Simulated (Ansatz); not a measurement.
A series of calculations on CH$_{3}$BBr

### Relaxation

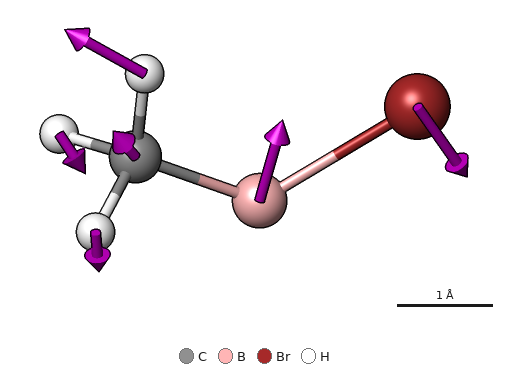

This is a relaxation of CH$_{3}$BBr (multiplicity 2) (coarse preliminary run). The starting structure is drawn; purple arrows show the displacements, 10 times their true length. The two geometries are superimposed by the best rigid fit.

A ball-and-stick model, seen from a free direction.

These are results of UKS PBE-D4/def2-SVP (Ansatz 0.2.0), not measurements. Set-up: force threshold 0.03 eV/Å; at most 250 steps.

> What happened in the run?

The largest move after the best rigid fit is that of the Br atom, 0.11 Å. By element the largest moves are Br 0.11 Å, H 0.10 Å, B 0.10 Å, C 0.05 Å. Near-neighbour distances that change, for instance: B–Br 1.969 → 1.900 Å, B–C 1.532 → 1.553 Å, C–H 1.131 → 1.112 Å, C–H 1.096 → 1.111 Å. Bond angles that change, for instance: C–B–Br 119.2° → 127.3°, H–C–H 104.7° → 108.9°, B–C–H 112.6° → 109.3°. The optimiser took 6 steps. The run took about 13 core-seconds on a shared host.

### Relaxation

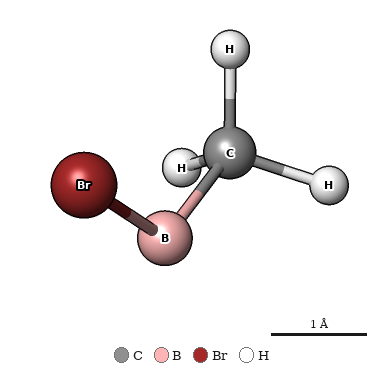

This is the input geometry for a relaxation of CH3BBr (multiplicity 2). A ball-and-stick model, seen from a free direction.

Theory: Ansatz 0.2.0, UKS PBE0-D4/def2-TZVP.

Input file:
```yaml
crystal:
  periodic: [false, false, false]
  atoms:
    - {symbol: C, position_ang: [-0.330890, 0.360188, -0.253681]}
    - {symbol: B, position_ang: [0.058122, -1.011137, 0.363370]}
    - {symbol: Br, position_ang: [1.740170, -1.509890, 1.093000]}
    - {symbol: H, position_ang: [-1.185003, 0.782056, 0.321505]}
    - {symbol: H, position_ang: [0.485979, 1.112136, -0.289050]}
    - {symbol: H, position_ang: [-0.726179, 0.202546, -1.281244]}
basis:
  gaussian: {orbitals: def2-TZVP}
magnetization: {spin_polarized: true, initial_magnetization: 1}
hamiltonian: {xc: pbe0, dispersion: d4}
relax: {f_tol: 0.005, max_steps: 200}
```

Question: Where does the relaxation end?

Answer: The largest moves after the best rigid fit, 0.25 Å, are those of B2 and Br3. By element the largest moves are Br 0.25 Å, B 0.25 Å, H 0.23 Å, C 0.06 Å. Among the contacts that change: C1–H5 1.111 → 1.094 Å, C1–H4 1.113 → 1.099 Å, C1–B2 1.553 → 1.542 Å, B2–Br3 1.900 → 1.890 Å. Among the angles between lasting bonds that change: B2–C1–H6 109.3° → 112.9°, B2–C1–H4 108.8° → 106.3°. Groups turn about C1–B2 by about 30°. Over 13 accepted moves (15 points after the start) the energy falls by 0.020 eV. Largest force component: 0.48 eV/Å at the start, 0.0011 eV/Å at the end. The line search rejected the trial steps at points 6, 9 of the run. The forces were under the threshold at step 3, but the run went on from there.

Final geometry:

```xyz
6

C    -0.3204    0.3373   -0.3111
B     0.1587   -1.0562    0.1430
Br    1.6164   -1.4192    1.2891
H    -1.0280    0.6857    0.4549
H     0.4842    1.0771   -0.3674
H    -0.8686    0.3111   -1.2546
```

After the run, drawn alike:

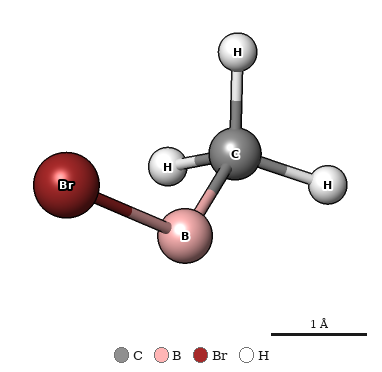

### Scan

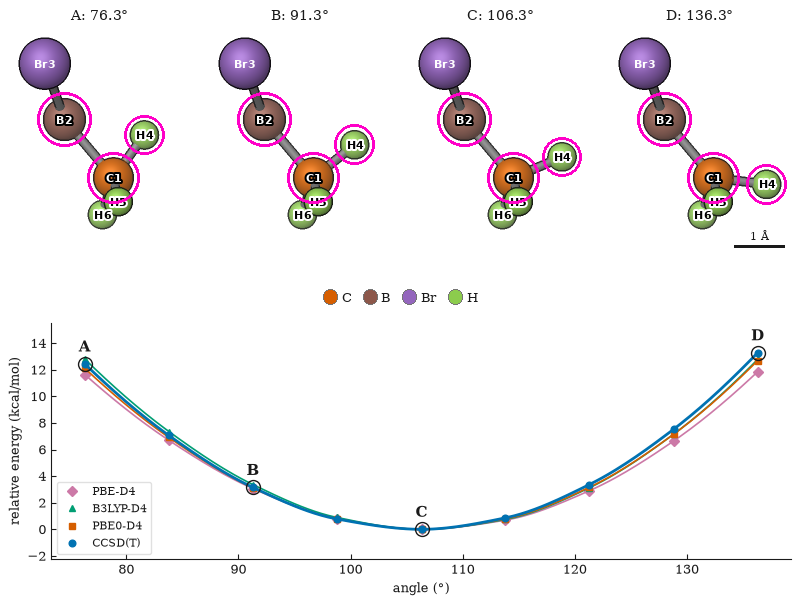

CH3BBr (multiplicity 2): the H4–C1–B2 angle is varied, with the rest of the molecule carried along rigidly. The lettered frames are marked on the plot, at the values of CCSD(T). A ball-and-stick model, seen onto the plane of the angle, with a slight tilt. The ringed atoms are those of the scanned coordinate.

Computed with Ansatz: CCSD(T), PBE0-D4, B3LYP-D4, PBE-D4, basis def2-TZVPP, on geometries moved rigidly from the minimum at PBE0-D4/def2-TZVP. Coupled cluster with a frozen core. Energies are counted from the PBE0-D4/def2-TZVP minimum geometry at the same level.

Question: Read off the main features of the energy profile.

Answer: With CCSD(T): of the computed points the lowest is at the angle 106.3°, 0.0 kcal/mol. The end points stand at 12.4 kcal/mol (76.3°) and 13.3 kcal/mol (136.3°). The curvature at the lowest point is about 4.1 eV/rad². At 136.3° the levels give PBE-D4 11.8 kcal/mol, PBE0-D4 12.7 kcal/mol, B3LYP-D4 12.8 kcal/mol, CCSD(T) 13.3 kcal/mol. Closest to CCSD(T) there is B3LYP-D4.

### Scan

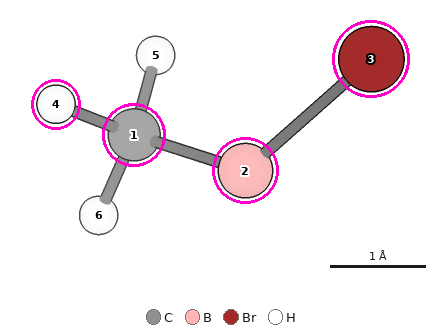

A scan of CH3BBr (multiplicity 2): the H4–C1–B2–Br3 dihedral angle is varied, with all other coordinates relaxed. The picture shows the minimum geometry. The ringed atoms are those of the scanned coordinate. The picture is a ball-and-stick view, seen at a tilt.

Computed with Ansatz: r2SCAN-D4, CCSD(T), PBE-D4, basis def2-TZVPP, on geometries relaxed under the constraint at PBE0-D4/def2-TZVP. Coupled cluster with a frozen core. Energies are counted from the PBE0-D4/def2-TZVP minimum geometry at the same level.

```xyz
6

C    -0.3204    0.3373   -0.3110
B     0.1576   -1.0562    0.1442
Br    1.6168   -1.4193    1.2885
H    -1.0264    0.6877    0.4556
H     0.4850    1.0760   -0.3698
H    -0.8703    0.3104   -1.2536
```

Give the energy at each point (the dihedral: −87.7, −84.9, −71.5, −58.2, −44.9, −31.5, −18.2, −4.9, 8.5, 21.8°).

Energies in kcal/mol.

```
dihedral angle (°)  r2SCAN-D4  CCSD(T)  PBE-D4
             −87.7       0.00     0.00    0.00
             −84.9       0.00     0.00    0.00
             −71.5       0.06     0.04    0.07
             −58.2       0.19     0.15    0.19
             −44.9       0.37     0.32    0.36
             −31.5       0.59     0.52    0.56
             −18.2       0.81     0.74    0.77
              −4.9       0.97     0.89    0.91
               8.5       0.94     0.87    0.89
              21.8       0.76     0.69    0.72
```

With r2SCAN-D4: the lowest computed point lies at the dihedral −87.7° (0.00 kcal/mol). A local maximum lies at −4.9° (0.97 kcal/mol). The highest point, at −4.9°, lies 0.97 kcal/mol above the lowest and gives the barrier to rotation to within the spacing of the points. At −4.9° the levels give CCSD(T) 0.89 kcal/mol, PBE-D4 0.91 kcal/mol, r2SCAN-D4 0.97 kcal/mol. Closest to CCSD(T) there is PBE-D4.

The computed profile:

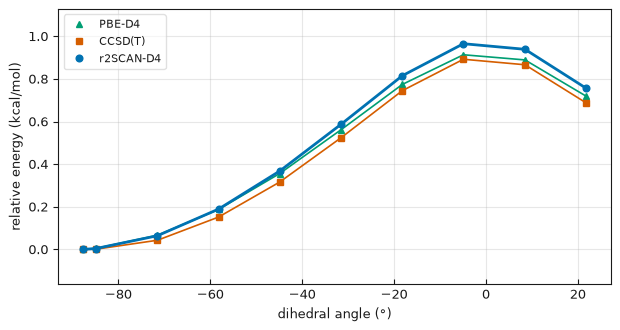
